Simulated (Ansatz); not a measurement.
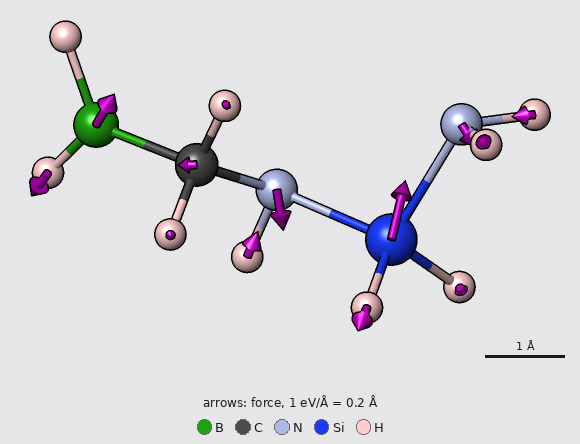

Starting geometry of CH₉BN₂Si with the computed forces as purple arrows. Style: ball-and-stick. Shown at a tilt.

The run prepares an end point of a later path (inversion) calculation, from a guessed geometry.

These are results of RKS PBE-D4/def2-SVP in Ansatz 0.2.0, not measurements. Settings: no spin polarisation; force threshold 0.015 eV/Å; at most 40 steps.

**Is this structure relaxed? If not, where do the atoms go?**

It isn't relaxed: the largest force vector, on the Si atom, is 4.27 eV/Å. The final displacements have little in common with the starting forces (cosine between the two patterns 0.19). The energy falls by 1.163 eV in 19 accepted moves (23 points after the start). The largest force component goes from 4.1 to 0.0068 eV/Å. The line search rejected the trial steps at points 7, 13, 15, 21 of the run. The largest move after the best rigid fit is that of an H atom, 0.76 Å. By element the largest moves are H 0.76 Å, C 0.39 Å, N 0.33 Å, Si 0.20 Å, B 0.07 Å. Some distances before and after: B–H 2.160 → 1.472 Å, C–H 1.117 → 1.273 Å, N–Si 1.854 → 1.734 Å, H–Si 1.391 → 1.508 Å. Among the angles between lasting bonds that change: B–C–H 105.1° → 63.1°, B–C–N 108.7° → 127.2°, C–N–Si 109.6° → 125.8°.
